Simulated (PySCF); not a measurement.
```tsv
atom	x (Å)	y (Å)	z (Å)
C	-3.2092	0.0078	0.3532
Si	-1.5341	-0.7534	0.8259
Si	0.0258	-0.3835	-0.8557
C	1.8061	-0.9726	-0.5580
Si	2.7490	-0.1819	0.9084
C	0.1925	1.5549	-1.0373
F	-0.9151	2.1128	-1.5766
F	0.3648	2.1762	0.1542
F	1.2224	1.9513	-1.8114
H	-3.1247	1.0837	0.2246
H	-3.9607	-0.1739	1.1166
H	-3.5843	-0.4026	-0.5807
H	-1.1167	-0.2050	2.1241
H	-1.7034	-2.2044	1.0045
H	-0.3680	-0.7249	-2.2371
H	2.3959	-0.8035	-1.4610
H	1.7819	-2.0529	-0.4130
H	1.9238	-0.3112	2.1119
H	4.0019	-0.9224	1.0867
H	3.0469	1.2163	0.6178
```

Geometry: GFN2-xTB.

These are results of PBE0/pcSseg-1, SCF density, gas phase, non-relativistic in PySCF, not measurements.

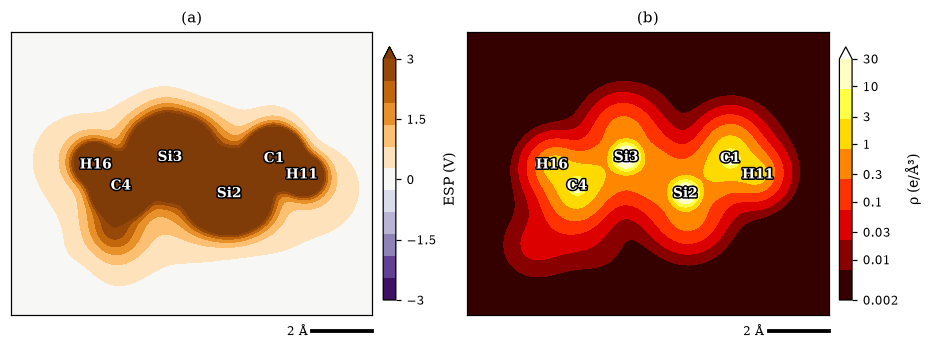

C3H11F3Si3. (a) molecular electrostatic potential; (b) total electron density on the plane of atoms Si3, C4 and H16.

What do the fields say about this system?

Answer.
- Atoms in the plane: C, Si and H.
- C–Si (1.90 Å): ρ at the midpoint is about 0.89 e/Å³.
- Si–Si (2.32 Å): the density is about 0.67 e/Å³ at the midpoint.
- C–H (1.09 Å): ρ at the midpoint is about 1.9 e/Å³.
- The potential has no marked negative region in this plane.
